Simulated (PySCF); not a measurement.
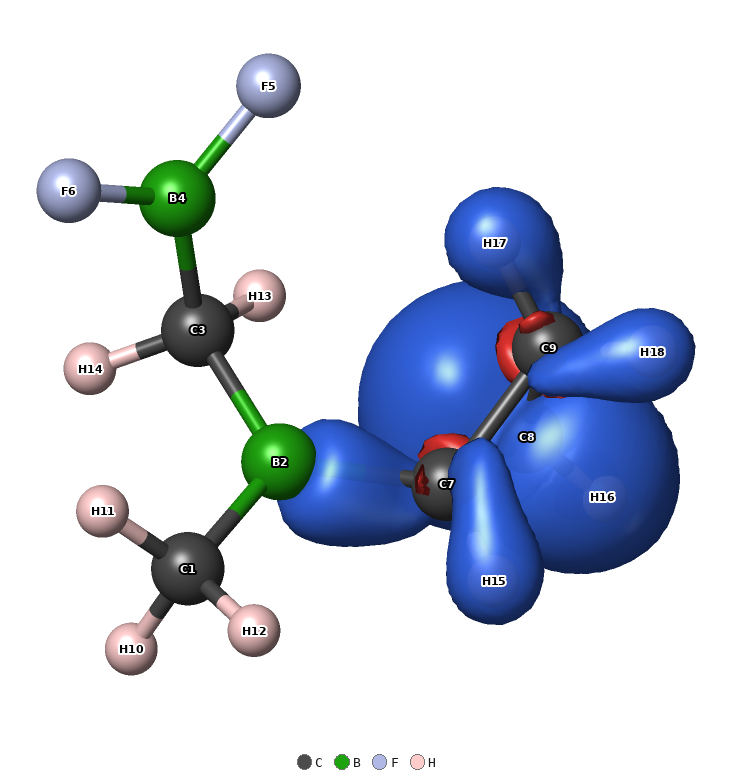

*C₅H₉B₂F₂ (SMILES CB(CB(F)F)[C@H]1[CH]C1) (doublet). Isosurfaces of the spin density at +0.015 (blue) and −0.015 e/Å³ (red), seen at a tilt.*

Geometry: GFN2-xTB.

The calculation used UKS B3LYP, pcH-1 on B C F H, non-relativistic, mean-field spin-orbit, GIAO in PySCF.

```yaml
atoms:
  - { symbol: C, position_ang: [-0.9837, -1.9058, 0.3349] }
  - { symbol: B, position_ang: [-0.2160, -0.6147, -0.1393] }
  - { symbol: C, position_ang: [-1.0132, 0.5108, -0.9437] }
  - { symbol: B, position_ang: [-1.7869, 1.4291, 0.0573] }
  - { symbol: F, position_ang: [-1.3159, 2.5791, 0.5128] }
  - { symbol: F, position_ang: [-2.9622, 1.1115, 0.5730] }
  - { symbol: C, position_ang: [1.2972, -0.4391, 0.1477] }
  - { symbol: C, position_ang: [2.1924, 0.3670, -0.7106] }
  - { symbol: C, position_ang: [1.8252, 0.9592, 0.5558] }
  - { symbol: H, position_ang: [-1.0855, -2.5987, -0.5007] }
  - { symbol: H, position_ang: [-1.9961, -1.6828, 0.6648] }
  - { symbol: H, position_ang: [-0.4779, -2.4490, 1.1298] }
  - { symbol: H, position_ang: [-0.3311, 1.1042, -1.5497] }
  - { symbol: H, position_ang: [-1.7354, 0.0214, -1.5963] }
  - { symbol: H, position_ang: [1.7866, -1.2830, 0.6376] }
  - { symbol: H, position_ang: [3.1457, 0.1113, -1.1229] }
  - { symbol: H, position_ang: [1.0936, 1.7537, 0.5800] }
  - { symbol: H, position_ang: [2.5545, 1.0322, 1.3576] }
```

Q: Which atoms carry the spin?

A: The unpaired spin (1 electron) lies mostly on C8 (about 0.7), in electrons by Hirshfeld's partition.
